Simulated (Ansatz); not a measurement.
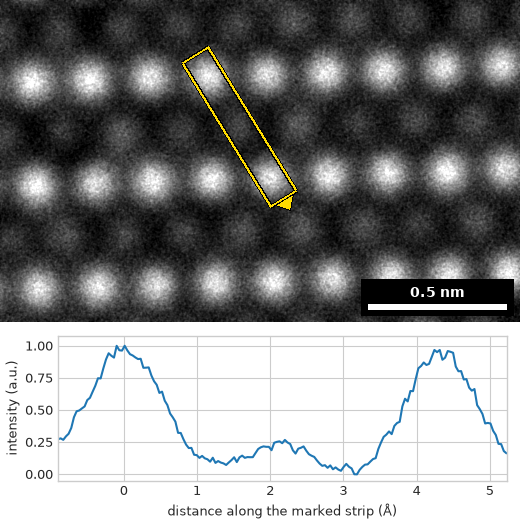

Integrated-DPC-like image of WC3 (I4/mmm, No. 139) along [110]. Simulated as the projected potential of neutral atoms (B = 0.3 Å²) blurred by a 1.06 Å probe, the thin-sample limit of integrated differential phase contrast. Shot noise and the speckle of an amorphous layer were added. Model: the end point of a relaxation with DFT PBE, scalar-relativistic, plane waves, PAW (Ansatz 0.2.0); the starting structure was generated, so it need not be a known form of this composition.

```
W C
1.0
     3.02873    0.00000    0.00000
     0.00000    3.02873    0.00000
     0.00000    0.00000    7.53988
W C
2 6
Direct
  0.00000 0.00000 0.00000
  0.50000 0.50000 0.50000
  0.50000 0.50000 0.00000
  0.50000 0.00000 0.25000
  0.00000 0.50000 0.25000
  0.00000 0.00000 0.50000
  0.00000 0.50000 0.75000
  0.50000 0.00000 0.75000
```

The curve is the intensity along the marked strip, in the direction of its arrowhead, with zero distance at the first column. Brightness is counted from the darkest point of the image.

Assign the peaks of the line profile.

Answer.
```json
{"position (Å)": "0.0", "atoms per repeat along the beam": "1 W + 1 C", "height (% of the highest)": "100"}
{"position (Å)": "2.2", "atoms per repeat along the beam": "2 C", "height (% of the highest)": "25"}
{"position (Å)": "4.3", "atoms per repeat along the beam": "1 W + 1 C", "height (% of the highest)": "100"}
```
